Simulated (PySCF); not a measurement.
# One shape, several levels: doublet [SiH2F2]+

We compute a comparison of 6 runs (UHF/STO-3G, UHF/3-21G, U-wB97M-V/aug-cc-pVDZ, UB3LYP/aug-cc-pVDZ, UBHLYP/aug-cc-pVDZ, UM06-L/aug-cc-pVDZ) of doublet [SiH2F2]+. 

The calculation is run with PySCF 2.14.0.

2 further runs of the same task are left out: 2 set aside as unsound or not needed.

**1. The system as given**

The species is [SiH2F2]+ (5 atoms), meant as a doublet with charge +1. As SMILES of the parent species, `F[SiH2]F`. Geometry: relaxed at PBE0-D4/def2-TZVP. That shape belongs to the parent species and isn't relaxed for this state.

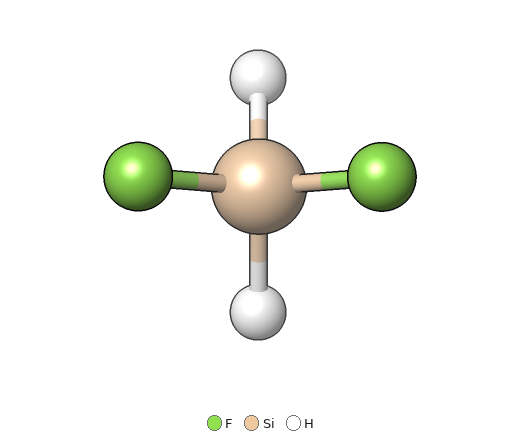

The structure, seen from a chosen angle (fluorine green, silicon light orange, hydrogen white).

**2. The energy at UHF/STO-3G (run 1)**

run.py reads:

```python
from pyscf import gto

mol = gto.M(
    atom=[
    ('F', (-1.079010, 0.538200, 0.980720)),
    ('Si', (-0.005220, -0.000540, -0.054090)),
    ('F', (1.247630, -0.520590, 0.766910)),
    ('H', (-0.590470, -1.138740, -0.786300)),
    ('H', (0.427070, 1.121680, -0.907250)),
],
    spin=1,
    basis='sto-3g',
    charge=1,
    verbose=3,
    max_memory=1860,
)

calc0 = mol.UHF()
calc0.conv_tol = 1e-10
calc0.kernel()
if not calc0.converged:
    calc0 = calc0.newton().run(calc0.mo_coeff, calc0.mo_occ)

etot = calc0.e_tot
print('E(%s) = %.9f' % ('HF', etot))
```

Started as:

```
$ OMP_NUM_THREADS=1 python run.py
```

Log:

```text
converged SCF energy = -482.50280738194  <S^2> = 0.78502795  2S+1 = 2.0347265
E(HF) = -482.502807382
```

It took 0.78 s on 1 thread of Arm Neoverse V1, shared host; peak memory 0.12 GiB.

**3. The energy at UHF/3-21G (run 2)**

input.py reads:

```python
from pyscf import gto, scf

molecule = gto.Mole()
molecule.atom = '''
F     -1.079010     0.538200     0.980720
Si    -0.005220    -0.000540    -0.054090
F      1.247630    -0.520590     0.766910
H     -0.590470    -1.138740    -0.786300
H      0.427070     1.121680    -0.907250
'''
molecule.max_memory = 1860
molecule.basis = '3-21g'
molecule.spin = 1
molecule.verbose = 3
molecule.charge = 1
molecule.build()

calc0 = scf.UHF(molecule)
calc0.conv_tol = 1e-10
calc0.kernel()
if not calc0.converged:
    calc0 = calc0.newton().run(calc0.mo_coeff, calc0.mo_occ)

energy = calc0.e_tot
print('E = %.10f Eh' % energy)
```

Started as:

```
$ OMP_NUM_THREADS=1 python input.py
```

Log:

```text
converged SCF energy = -485.996018484909  <S^2> = 0.79855659  2S+1 = 2.047981
E = -485.9960184849 Eh
```

Run time: 0.66 s. Hardware: 1 thread of Arm Neoverse V1, shared host; peak memory 0.1 GiB.

**4. The energy at U-wB97M-V/aug-cc-pVDZ (run 3)**

run.py reads:

```python
from pyscf import gto, dft

system = gto.M(
    atom='''
F     -1.079010     0.538200     0.980720
Si    -0.005220    -0.000540    -0.054090
F      1.247630    -0.520590     0.766910
H     -0.590470    -1.138740    -0.786300
H      0.427070     1.121680    -0.907250
''',
    charge=1,
    spin=1,
    max_memory=1860,
    basis='aug-cc-pvdz',
    verbose=3,
)

mf = dft.UKS(system, xc='wb97m-v')
mf.conv_tol = 1e-10
mf.grids.level = 5
mf.nlcgrids.level = 1
mf.kernel()
if not mf.converged:
    mf = mf.newton().run(mf.mo_coeff, mf.mo_occ)

etot = mf.e_tot
print('E = %.10f Eh' % etot)
```

Started as:

```
$ OMP_NUM_THREADS=1 python run.py
```

Log:

```text
WARN: HOMO -0.372465325876369 >= LUMO -0.37246532587637

converged SCF energy = -489.970437899954  <S^2> = 0.75942799  2S+1 = 2.0094059
E = -489.9704379000 Eh
```

Run time: 89 s. Hardware: 1 thread of Arm Neoverse V1, shared host; peak memory 0.51 GiB.

Runs 4 to 5 aren't shown in full; the table further down has their settings and results.

**5. A single-point energy at UM06-L/aug-cc-pVDZ (run 6)**

run.py reads:

```python
from pyscf import gto, dft

molecule = gto.Mole()
molecule.atom = [
    ('F', (-1.079010, 0.538200, 0.980720)),
    ('Si', (-0.005220, -0.000540, -0.054090)),
    ('F', (1.247630, -0.520590, 0.766910)),
    ('H', (-0.590470, -1.138740, -0.786300)),
    ('H', (0.427070, 1.121680, -0.907250)),
]
molecule.verbose = 3
molecule.spin = 1
molecule.max_memory = 1860
molecule.basis = 'aug-cc-pvdz'
molecule.charge = 1
molecule.build()

mf = dft.UKS(molecule, xc='m06-l')
mf.grids.level = 5
mf.conv_tol = 1e-10
mf.kernel()
if not mf.converged:
    mf = mf.newton().run(mf.mo_coeff, mf.mo_occ)

e_final = mf.e_tot
print(f'total energy: {e_final:.8f} hartree')
```

Started as:

```
$ OMP_NUM_THREADS=1 python run.py
```

Log:

```text
WARN: HOMO -0.35607354728605 >= LUMO -0.356073547286051

converged SCF energy = -490.029619225027  <S^2> = 0.75614492  2S+1 = 2.0061355
total energy: -490.02961923 hartree
```

Wall time 51 s (1 thread of Arm Neoverse V1, shared host); peak memory 0.52 GiB.

**6. The series**

| run | level | integration grid | nlc grid | energy (Eh) | HOMO energy (eV) | LUMO energy (eV) | ⟨S²⟩ | wall time |
| --- | --- | --- | --- | --- | --- | --- | --- | --- |
| 1 | UHF/STO-3G | – | – | -482.502807 | -16.52 | -9.47 | 0.785 | 0.78 s |
| 2 | UHF/3-21G | – | – | -485.996018 | -22.30 | -12.24 | 0.799 | 0.66 s |
| 3 | U-wB97M-V/aug-cc-pVDZ | 5 | 1 | -489.970438 | -21.13 | -13.39 | 0.759 | 89 s |
| 4 | UB3LYP/aug-cc-pVDZ | 5 | – | -490.066816 | -18.69 | -15.52 | 0.760 | 23 s |
| 5 | UBHLYP/aug-cc-pVDZ | 5 | – | -489.966666 | -20.52 | -14.55 | 0.770 | 25 s |
| 6 | UM06-L/aug-cc-pVDZ | 5 | – | -490.029619 | -17.55 | -16.06 | 0.756 | 51 s |

**7. Summary of results**

```
                                 quantity          value
                      run 6: total energy  -490.02962 Eh
run 6: HOMO energy (highest over α and β)      -17.55 eV
 run 6: LUMO energy (lowest over α and β)      -16.06 eV
                              run 6: ⟨S²⟩          0.756
```

**Reading.** Totals of different functionals can't be ranked against each other. In run 1 the basis is minimal, so the values are rough. All runs together took 3.2 min, the longest 89 s.
